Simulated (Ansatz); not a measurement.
# ZrSnGe in the AlB2 type: lattice stability ahead of a resistivity run, part 2 of 3

Question: is the lattice of ZrSnGe in the AlB2 type stable, and if so, what are its coupling constant and resistivity?

Ansatz 0.2.0; DFT PBE, scalar-relativistic, plane waves, PAW; PAW set soft_1.

So far. Step 2 (Relaxing cell and atoms): The largest force is now zero by symmetry and the largest stress component 0.027 GPa. Step 3 (Relaxation): The largest force is now zero by symmetry and the largest stress component 0.0020 GPa. The relaxed cell has a = 5.017, c = 2.950 Å (conventional setting).

The structure was built from a prototype and need not be the compound's stable phase.

**4. Tight relaxation**

No force is left; the cell is relaxed once more with another smearing and tight thresholds.

input.yaml reads:

```yaml
crystal:
  lattice:
    - [5.0171014011, 3.3597e-06, 0.0]
    - [-2.5085536101, 4.3449355869, 0.0]
    - [0.0, 0.0, 2.950144644]
  atoms:
    - { symbol: Zr, position: [0.0, 0.0, 0.0] }
    - { symbol: Ge, position: [0.3333333333, 0.6666666667, 0.5] }
    - { symbol: Sn, position: [0.6666666667, 0.3333333333, 0.5] }
kpoints:
  mp_grid: { grid: [6, 6, 10] }
hamiltonian:
  xc: pbe
  pseudopotentials: { kind: paw, azcp: { folder: soft_1 } }
scf:
  occupations: { method: methfessel_paxton, width: 0.2 }
output:
  forces: true
  stress: true
  eigenvalues: true
relax:
  adjacent_minimum: "off"
  f_tol: 0.001
  max_steps: 60
  cell: { stress_tol: 0.01 }
```

Run with:

```sh
$ ansatz run input.yaml --threads 4 --pin off --max-ram 12288MiB --backend cpu --events-out ev --progress --plain --runs-dir out
```

Numbers of over 12 decimals in the logs are rounded to 6 here.

The program printed:

```text
[the first part of the log is left out]
  E_vxc        = -329.327886  (∫ρ·V_xc dr)
  E_paw        = -9344.521251  (= ΣΔE_a)
  E_vpaw       = -705.267639  (= ΣTr[D̂ρ^β])
  E_aug_tail   = 0.000294  (compensation charges beyond the density's cutoff)
  E_ewald      = -3992.289877
  E_smearing   = 0.003814  (= −TS)
  E_closure    = -0.000000  (closes the sum)
  Σ components = -14503.495227   (vs F -14503.495227, Δ=0.00e0)
[...]
--- Stress (GPa, compression-positive) ---
       -0.002969      -0.000000       0.000000
       -0.000000      -0.002969      -0.000000
        0.000000      -0.000000       0.001068
  P = ⅓ Tr σ = -0.0016 GPa (-0.016 kbar)
--- Band table (eV; the first three rows and the last of 42) ---
[...]
--- Relaxed structure (4 steps of the walk, 4 accepted, 1 SCFs on fresh bases) ---
[...]
cell:  # Å, volume = 64.3523 Å³
    - [5.015159, 3.3583786925942356e-6, 0]
    - [-2.507582, 4.343253, 0]
    - [0, 0, 2.954364]
  atoms:
    - { symbol: Zr, position: [0, 0, 0] }
    - { symbol: Ge, position: [0.333333, 0.666667, 0.5] }
    - { symbol: Sn, position: [0.666667, 0.333333, 0.5] }
```

The job ended after 7.5 s (4 threads of Intel Xeon 6975P-C (Granite Rapids), shared host; peak memory 0.53 GiB; 28 s of CPU time).

Relaxation path:

```
step  energy less that of the first step (eV)  largest force component (eV/Å)  pressure (GPa)  volume (Å³)
   1                                   0.0000                          0.0000            0.07        64.31
   2                                   0.0000                          0.0000           -0.08        64.41
   3                                  -0.0001                          0.0000            0.01        64.34
   4                                  -0.0001                          0.0000            0.00        64.35
   5                                  -0.0001                          0.0000            0.00        64.35
```

The log counts 1 steps on a newly chosen plane-wave basis, not all of them marked here; energy and pressure can jump at such steps.

```
conventional cell, symmetrised  before  after  change
                         a (Å)   5.017  5.015  -0.0 %
                         b (Å)   5.017  5.015  -0.0 %
                         c (Å)   2.950  2.954  +0.1 %
              volume (Å³/atom)   21.44  21.45  +0.1 %
```

Final coordinates:

```xyz
3
Lattice="5.0152 0.0000 0.0000 -2.5076 4.3433 0.0000 0.0000 0.0000 2.9544" Properties=species:S:1:pos:R:3 pbc="T T T"
Zr    0.0000    0.0000    0.0000
Ge    0.0000    2.8955    1.4772
Sn    2.5076    1.4478    1.4772
```

This step gave:

* pressure: -0.001623 GPa
* volume per atom: 21.45 Å³/atom

The largest force is now zero by symmetry and the largest stress component 0.0030 GPa, small enough for phonons.

**5. Phonons: q 2×2×2, k 4×4×6**

Before any scattering is computed, the phonons show whether the structure is a minimum.

input.yaml reads:

```yaml
crystal:
  lattice:
    - [5.0151589057, 3.3584e-06, 0.0]
    - [-2.5075823613, 4.3432533372, 0.0]
    - [0.0, 0.0, 2.9543644302]
  atoms:
    - { symbol: Zr, position: [0.0, 0.0, 0.0] }
    - { symbol: Ge, position: [0.3333333333, 0.6666666667, 0.5] }
    - { symbol: Sn, position: [0.6666666667, 0.3333333333, 0.5] }
kpoints:
  mp_grid: { grid: [4, 4, 6] }
hamiltonian:
  xc: pbe
  pseudopotentials: { kind: paw, azcp: { folder: soft_1 } }
scf:
  occupations: { method: methfessel_paxton, width: 0.2 }
output:
  eigenvalues: true
phonons:
  method: dfpt
  qmesh: [2, 2, 2]
  temperatures: { t_max: 1000, t_step: 50 }
  qpath:
    path:
      - [[0.0, 0.0, 0.0], [0.5, 0.0, 0.0], [0.33333333, 0.33333333, 0.0], [0.0, 0.0, 0.0], [0.0, 0.0, 0.5], [0.5, 0.0, 0.5], [0.33333333, 0.33333333, 0.5], [0.0, 0.0, 0.5]]
      - [[0.5, 0.0, 0.5], [0.5, 0.0, 0.0]]
      - [[0.33333333, 0.33333333, 0.5], [0.33333333, 0.33333333, 0.0]]
    npoints: 10
```

The program printed:

```text
Warning: phonons: the dynamical matrix that this run interpolates holds no multipole term above the dipole-dipole one, and a site of this crystal is no centre of inversion, so its interpolated transverse optical and acoustic branches and sound speeds can stay off near Gamma, and the density of states and the thermodynamics with them. What a run solves at a wave vector of phonons.qpoints, Gamma apart, where the deck admits one, is free of this, and under fd what a larger phonons.supercell samples
[...]
Crystal: 3 atoms, lattice volume = 64.352 Å³
Basis set: ecut = 420 eV, 1263 PW (Γ), exchange–correlation on 72×72×40 points (8 copies of the dense FFT grid, shifted against one another)
Bands: 24, of which v1, the nominal top of the filled ones, is band 20 counted from 1 (19 counted from 0)
Symmetry: 12 space group operations
k-points: 16 of 96 (time reversal used)
[...]
SCF iter   1: F=—  HF=-14505.359890 eV  |F-HF|=—  |Δ(HF+E_count)|=         —  Δρ=6.19e-2  dr2=8.66e0  ethr=3.10e-3  ⟨swp⟩=6.1  Hψ=3860  notcnv=0
[...]
SCF iter  11: F=-14503.454713 eV  HF=-14503.454713 eV  |F-HF|=0.00e0  |Δ(HF+E_count)|=  9.09e-12  S|Δr|=    0.00e0  Δρ=3.18e-8  dr2=9.54e-13  ethr=1.00e-12  ⟨swp⟩=12.0  Hψ=2189  notcnv=0
SCF 1 converged in 11 iterations: F = -14503.454713 eV  dr2 = 9.54e-13
[...]
SCF iter   1: F=—  HF=-14503.454710 eV  |F-HF|=—  |Δ(HF+E_count)|=         —  Δρ=2.04e-7  dr2=3.71e-11  ethr=2.67e-8  ⟨swp⟩=3.3  Hψ=2993  notcnv=0
eigensolver tolerance schedule: the retry pair's looser diagonalisation over-reported the residual by 288067.24 of it (diagonalisation noise at an unbounded share of the residual, at the tolerance the schedule requests for it); recorded, not acted on — ethr = c·dr2/N_el stays at c = 1.0e-1
[...]
SCF iter   2: F=—  HF=-14503.454713 eV  |F-HF|=—  |Δ(HF+E_count)|=   3.13e-6  S|Δr|=    0.00e0  Δρ=1.64e-7  dr2=3.04e-11  ethr=1.00e-12  ⟨swp⟩=3.2  Hψ=820  notcnv=0
SCF iter   3: F=-14503.454713 eV  HF=-14503.454713 eV  |F-HF|=7.28e-12  |Δ(HF+E_count)|=  1.09e-11  S|Δr|=    0.00e0  Δρ=7.97e-8  dr2=5.84e-12  ethr=1.00e-12  ⟨swp⟩=2.5  Hψ=1089  notcnv=0
SCF 2 converged in 3 iterations: F = -14503.454713 eV  dr2 = 5.84e-12
phonons: the bands overlap, so this run is a metal and interpolates without the dipole-dipole term. If the crystal is really an insulator or semiconductor, its LO-TO splitting is missing
NSCF: frozen V_eff on 16 k-points
[...]
DFPT response loops at q = (0, 0, 0) (fractional): preconditioner auto → Kerker (q_TF=auto, 2.520 Å⁻¹) (partly filled bands, converged f_vac=0.000); β = 1.00, the filter's whole step (`scf.mixing.beta` (0.50) is not read by the response loops under this deck's `scf.mixing.preconditioner`; to damp them name `kerker` or `kerker_dos`, under which they read `scf.mixing.beta`, and type it under 1.00, their step now; both keys bind the ground state too); Broyden in place of MSR1
[...]
SCF converged after 11 iterations
Stability not checked: this state was not tested for a lower state beside it, because cold or Methfessel-Paxton smearing, or corrected tetrahedra, fill the levels in a way that the test cannot read (fill_not_monotonic; see scf.lower_state_search)
Free energy (F): -14503.454713 eV
[...]
Internal energy: -14503.453430 eV  (E = F + TS)
E sigma→0 (E₀):  -14503.454392 eV
Entropy (-TS):   -0.001283 eV (-0.428 meV/atom)
Fermi energy:    13.204379 eV
[...]
--- Band table (eV; the first three rows and the last of 16) ---
  k-point 0: bands = [... 16 lower, 9.0680, 9.0680, 11.5779, 13.0943, 13.0943, 16.6492, 16.6492, 17.2079, ... 4 higher]
  k-point 1: bands = [... 16 lower, 9.5481, 9.5481, 12.3596, 12.6762, 12.6762, 14.9615, 16.7206, 16.7206, ... 4 higher]
  k-point 2: bands = [... 16 lower, 10.1698, 10.9160, 10.9160, 11.8098, 11.8098, 15.2304, 15.4891, 15.4891, ... 4 higher]
  k-point 15: bands = [... 16 lower, 8.9857, 10.0175, 10.6651, 12.4599, 14.1187, 14.6639, 14.7231, 15.7635, ... 4 higher]
--- Phonons (Γ-DFPT): 6 representative perturbations + reference (Σ response iterations 18) ---
  ASR residual: 4.795e-5 → 0.000e0 eV/Å²; symmetrization residual: 1.496e-5 eV/Å²
  ASR residual per site (eV/Å²): 2.77e-5 3.02e-5 4.79e-5
  Γ frequencies (cm⁻¹): 0.00 0.00 0.00 35.58 80.03 109.50 109.50 156.06 156.06
--- Phonons (arbitrary-q DFPT): 4 irreducible q on the 2×2×2 mesh ---
  q = [0.0000, 0.0000, 0.0000] (star 1, of the zone-centre solve; hermiticity 5.28e-6, symmetrization 2.67e-7): -0.00 0.00 0.00 35.58 80.03 109.50 109.50 156.06 156.06
  q = [0.0000, 0.0000, -0.5000] (star 1, 6 solved perturbations in 168 linear systems a pass and spin channel, the states on 40 of 96 k-point pairs; hermiticity 3.65e-6, symmetrization 3.38e-7): 16.87 74.05 74.05 131.07 131.07 148.47 148.47 160.32 202.97
[...]
sum rule: each row above includes the acoustic sum rule's correction from the zone centre's row sums; it moved no ω² by more than (0.34 cm⁻¹)²
  mesh force constants: q→R imaginary residual 1.70e-17; ASR residual 4.795e-5 → 0.000e0 eV/Å²; symmetrization residual 3.997e-15 eV/Å²
  interpolated dispersion: 93 rows × 9 modes
  density of states and harmonic sums: on the 14×14×22 q-mesh, interpolated from the force constants of a 2×2×2 supercell (no non-analytic term)
  largest difference from the sums on the solved wave vectors: F 8.13e-3 eV, S 1.86e-5 and C_V 1.05e-5 eV/K
  zero-point energy: 0.055473 eV/cell   skipped modes (ω ≤ 0): 172, of them read as no rigid motion or as one in doubt: 169 (6.282e-1 modes/cell left out, lowest -62.48 cm⁻¹)   left out of the sums: 6.99e-2 of the cell's modes: C_V's classical limit lies that fraction below 3 k_B per atom; for a crystal, a wire or a layer, F and S can be off by more, and a phonons.interpolated_qmesh denser along its periods is the remedy for the sampling
```

Run time: 26 s. Hardware: 4 threads; peak memory 0.68 GiB.

Numbers from this step:

```
share of imaginary modes in the plain interpolation between solved wavevectors : 0.0685
highest frequency, solved or plainly interpolated                              : 203 cm⁻¹
```

Solved on the 2×2×2 mesh alone; all other wavevectors are interpolated. The phonon branches at the labelled points (cm⁻¹):

```
    point  branch 1  branch 2  branch 3  branch 4  branch 5  branch 6  branch 7  branch 8  branch 9
        Γ         0         0         0        36        80       110       110       156       156
        M        26        40        52        71        91       110       112       147       165
        K        48        51        52        59        79       110       130       140       165
        Γ         0         0         0        36        80       110       110       156       156
        A        17        74        74       131       131       148       148       160       203
        L       -62        32        66        97       107       131       152       166       197
        H       -61       -38        77        91       113       118       154       166       196
        A        17        74        74       131       131       148       148       160       203
jump to L       -62        32        66        97       107       131       152       166       197
        M        26        40        52        71        91       110       112       147       165
jump to H       -61       -38        77        91       113       118       154       166       196
        K        48        51        52        59        79       110       130       140       165
```

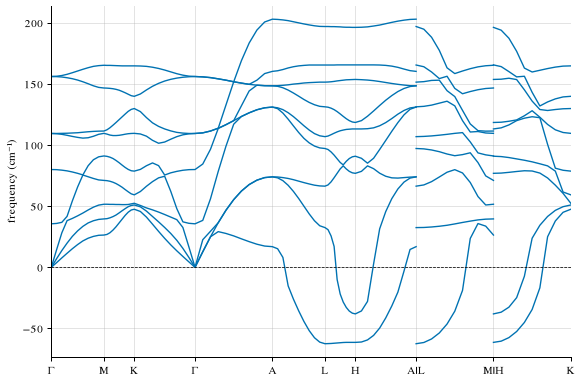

Phonon branches along the path.

Lowest modes at the softest wavevector of the mesh. The modes at q = (0.000, 0.500, 0.500) (shares of kinetic energy by element, %) (negative means imaginary):

```
mode  frequency (cm⁻¹)  Zr %  Ge %  Sn %
   1             -62.5    21    77     2
   2              32.5     0    35    65
   3              66.4     0    29    71
   4              97.2    60    22    17
   5             106.9   100     0     0
   6             131.3     0    71    29
```

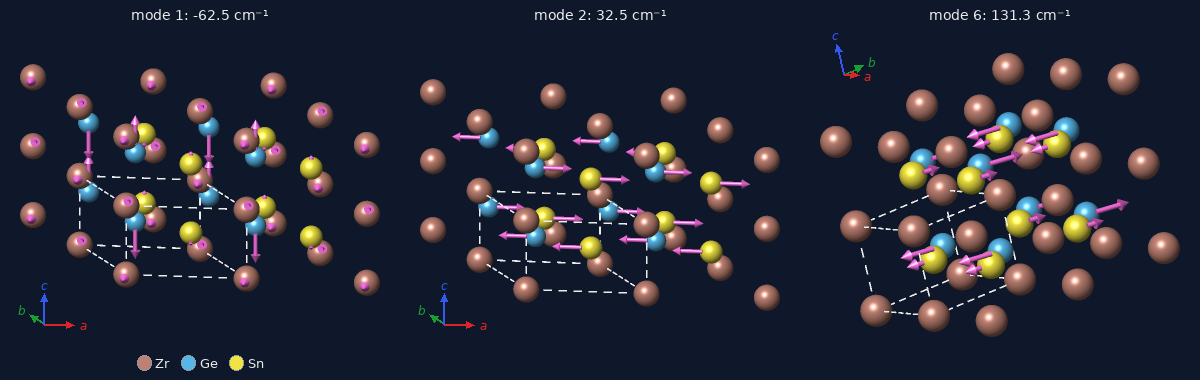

Displacement patterns of modes 1, 2 and 6 at q = (0.000, 0.500, 0.500); arrows are exaggerated. 2×2×2 cells are drawn. Some periodic images of atoms are drawn too.

Among the solved wavevectors the lowest mode, translations apart, is -62.5 cm⁻¹, imaginary.

**6. Lattice stability: q 3×3×2, k 6×6×8**

An imaginary mode on so few k-points may come from the sampling, so the phonons are repeated with another q and k mesh.

Changes to input.yaml since step 5:

```diff
@@ -10,3 +10,3 @@
 kpoints:
-  mp_grid: { grid: [4, 4, 6] }
+  mp_grid: { grid: [6, 6, 8] }
 hamiltonian:
@@ -20,3 +20,3 @@
   method: dfpt
-  qmesh: [2, 2, 2]
+  qmesh: [3, 3, 2]
   temperatures: { t_max: 1000, t_step: 50 }
```

The program printed:

```text
[...]
Crystal: 3 atoms, lattice volume = 64.352 Å³
Basis set: ecut = 420 eV, 1263 PW (Γ), exchange–correlation on 72×72×40 points (8 copies of the dense FFT grid, shifted against one another)
Bands: 24, of which v1, the nominal top of the filled ones, is band 20 counted from 1 (19 counted from 0)
Symmetry: 12 space group operations
k-points: 35 of 288 (time reversal used)
[...]
SCF iter   1: F=—  HF=-14505.293315 eV  |F-HF|=—  |Δ(HF+E_count)|=         —  Δρ=6.45e-2  dr2=9.40e0  ethr=3.10e-3  ⟨swp⟩=5.9  Hψ=8279  notcnv=0
[...]
SCF iter  12: F=-14503.512926 eV  HF=-14503.512926 eV  |F-HF|=3.64e-12  |Δ(HF+E_count)|=  5.46e-12  S|Δr|=    0.00e0  Δρ=4.14e-8  dr2=1.26e-12  ethr=1.00e-12  ⟨swp⟩=11.7  Hψ=4657  notcnv=0
SCF 1 converged in 12 iterations: F = -14503.512926 eV  dr2 = 1.26e-12
[...]
SCF iter   3: F=-14503.512926 eV  HF=-14503.512926 eV  |F-HF|=9.09e-12  |Δ(HF+E_count)|=  9.09e-12  S|Δr|=    0.00e0  Δρ=7.51e-8  dr2=3.69e-12  ethr=1.00e-12  ⟨swp⟩=1.9  Hψ=2056  notcnv=0
SCF 2 converged in 3 iterations: F = -14503.512926 eV  dr2 = 3.69e-12
[...]
WARN: eigensolver did not converge in 2 slots of this pass, the one above among them; of largest residual over every band (k=5): 1 band(s) unlocked (lowest unlocked band 27, counted from 0; max residual 4.28e-6 eV among the unlocked bands, 4.28e-6 eV over every band); of lowest unlocked band (k=0): band 27
[...]
SCF converged after 12 iterations
[...]
Free energy (F): -14503.512926 eV
[...]
Internal energy: -14503.524150 eV  (E = F + TS)
E sigma→0 (E₀):  -14503.515732 eV
Entropy (-TS):   0.011224 eV (3.741 meV/atom)
Fermi energy:    13.076608 eV
[...]
--- Band table (eV; the first three rows and the last of 35) ---
  k-point 0: bands = [... 16 lower, 9.0707, 9.0707, 11.5261, 13.0916, 13.0916, 16.5639, 16.5639, 17.1313, ... 4 higher]
  k-point 1: bands = [... 16 lower, 9.3419, 9.3419, 12.0515, 12.8396, 12.8396, 15.7999, 16.6256, 16.6256, ... 4 higher]
  k-point 2: bands = [... 16 lower, 10.1339, 10.1339, 11.7583, 12.2059, 12.2059, 14.7802, 16.2775, 16.2775, ... 4 higher]
  k-point 34: bands = [... 16 lower, 9.4704, 9.6988, 10.8528, 12.9366, 13.6052, 13.6680, 15.1266, 15.2103, ... 4 higher]
[...]
ASR residual: 4.883e-5 → 0.000e0 eV/Å²; symmetrization residual: 1.994e-5 eV/Å²
  ASR residual per site (eV/Å²): 2.30e-5 3.74e-5 4.88e-5
  Γ frequencies (cm⁻¹): 0.00 0.00 0.00 46.62 85.12 88.50 88.50 148.85 148.85
--- Phonons (arbitrary-q DFPT): 6 irreducible q on the 3×3×2 mesh ---
[...]
interpolated dispersion: 93 rows × 9 modes
[...]
```

Wall time 1.9 min (4 threads); peak memory 1.1 GiB.

This step gave:

* share of imaginary modes in the plain interpolation between solved wavevectors: 0.0096
* highest frequency, solved or plainly interpolated: 218.8 cm⁻¹

Solved on the 3×3×2 mesh alone; all other wavevectors are interpolated. Phonon branches along the path, in cm⁻¹:

```
    point  branch 1  branch 2  branch 3  branch 4  branch 5  branch 6  branch 7  branch 8  branch 9
        Γ         0         0         0        47        85        88        88       149       149
        M        25        40        56        76        90        97       108       138       160
        K       -26        52        56        62        68        84       130       139       157
        Γ         0         0         0        47        85        88        88       149       149
        A        73        73        79       136       136       151       151       175       190
        L        18        57        86       120       128       144       153       187       219
        H        27        30       104       112       133       154       155       186       215
        A        73        73        79       136       136       151       151       175       190
jump to L        18        57        86       120       128       144       153       187       219
        M        25        40        56        76        90        97       108       138       160
jump to H        27        30       104       112       133       154       155       186       215
        K       -26        52        56        62        68        84       130       139       157
```

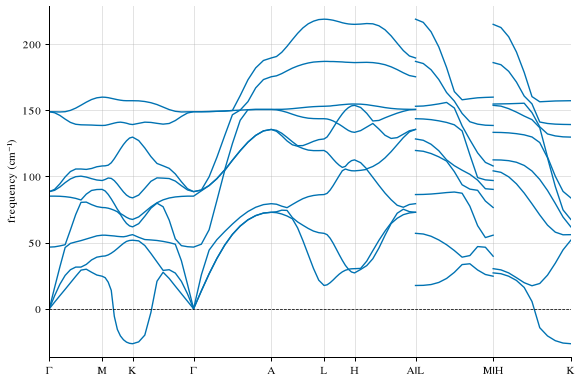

Phonon branches along the path.

Lowest modes at the softest wavevector of the mesh. The modes at q = (-0.333, -0.333, 0.000) (shares of kinetic energy by element, %) (negative means imaginary):

```
mode  frequency (cm⁻¹)  Zr %  Ge %  Sn %
   1             -26.4     0    48    52
   2              51.8     0   100     0
   3              56.0     0     0   100
   4              61.9    66     0    34
   5              67.5   100     0     0
   6              83.8    92     8     0
```

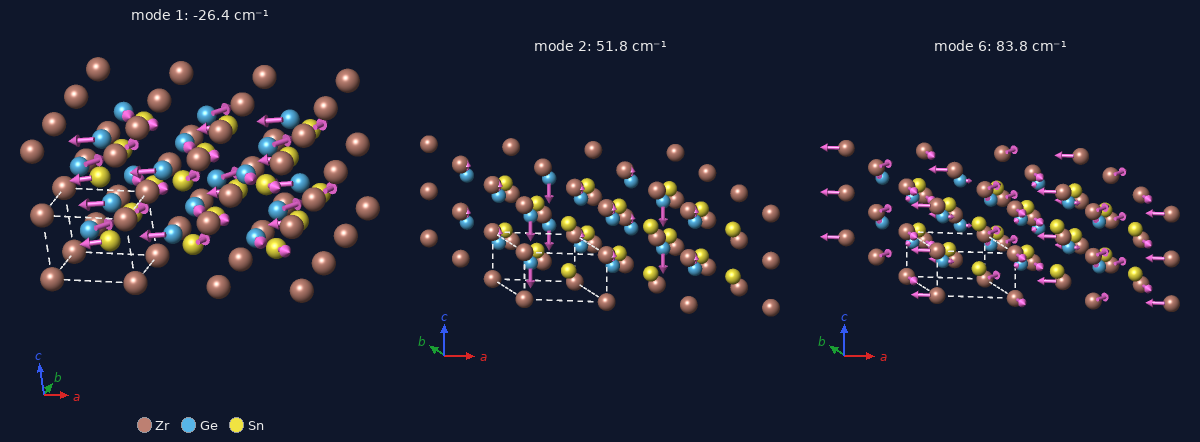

Displacement patterns of modes 1, 2 and 6 at q = (-0.333, -0.333, 0.000); arrows are exaggerated. 3×3×2 cells are drawn. Some periodic images of atoms are drawn too.

The modes has structure finer than the step of the table below, so its rows give means over 20 cm⁻¹, whole bins alone (the curve runs from -35.6 to 234 cm⁻¹). Peaks (cm⁻¹: height): Ge 45.9: 0.0355, 107.1: 0.0192, 141.1: 0.0549, 152.9: 0.0585; Sn 52.7: 0.0243, 88.4: 0.0373, 141.1: 0.0452, 152.9: 0.0496, 183.5: 0.0168; Zr 83.3: 0.0193, 98.6: 0.0365, 113.9: 0.0403, 141.1: 0.0278, 166.5: 0.0175, 185.2: 0.0191, 210.7: 0.0148.

Phonopy on the run's constants, 13x13x19 mesh, Gaussian sigma 2.0 cm⁻¹. Modes against wavenumber; means over each step; values in 1/cm⁻¹/cell:

```
wavenumber (cm⁻¹)       Ge       Sn       Zr
              -20  0.00150  0.00169   1.9e-4
                0  0.00104  0.00107   2.8e-4
               20   0.0112  0.00698  0.00460
               40   0.0252   0.0148  0.00766
               60   0.0182   0.0180  0.00451
               80   0.0105   0.0229   0.0138
              100   0.0138   0.0180   0.0296
              120   0.0138  0.00739   0.0326
              140   0.0317   0.0242   0.0193
              160   0.0225   0.0238   0.0131
              180   5.1e-4   0.0107  0.00998
              200   2.0e-5   2.3e-4  0.00910
              220   5.8e-6   5.9e-5  0.00539
```

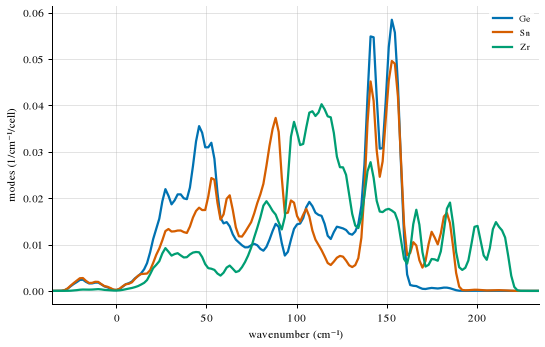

Modes, plotted against wavenumber.

No LO-TO term; unit eigenvectors of the mass-weighted matrix. The modes at Γ (shares of kinetic energy by element, %):

```
mode  frequency (cm⁻¹)  symmetry  Zr %  Ge %  Sn %
   1               0.0   unnamed    32    26    42
   2               0.0   unnamed    32    26    42
   3               0.0   unnamed    32    26    42
   4              46.6      A2''     2    69    29
   5              85.1      A2''    66     5    29
   6              88.5        E'    61    33     6
   7              88.5        E'    61    33     6
   8             148.9        E'     6    41    52
   9             148.9        E'     6    41    52
```

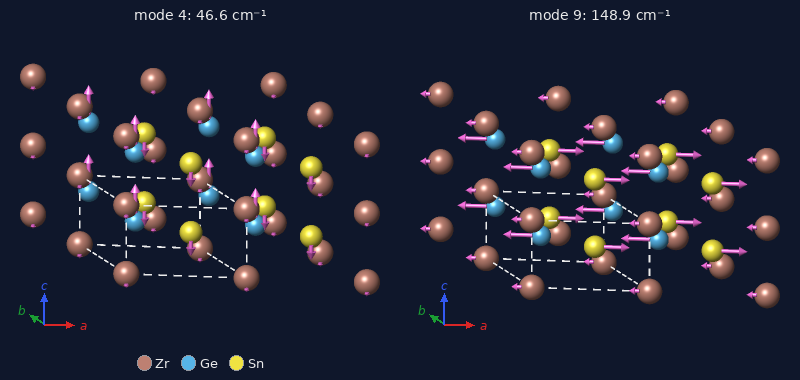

Displacement patterns of modes 4 and 9 at Γ; arrows are exaggerated. 2×2×2 cells are drawn. Some periodic images of atoms are drawn too.

Among the solved wavevectors the lowest mode, translations apart, is -26.4 cm⁻¹, imaginary.

[end of part 2 of 3]

[Logs are printed without paths, hosts, clocks, repeated set-up lines and the standing remarks that a program may print on its own settings, such as how far it seeks lower states.]

[Hosts, paths, dates, database ids (printed as entryN), source tags and the programs' standing remarks are cut or masked in the printed files.]
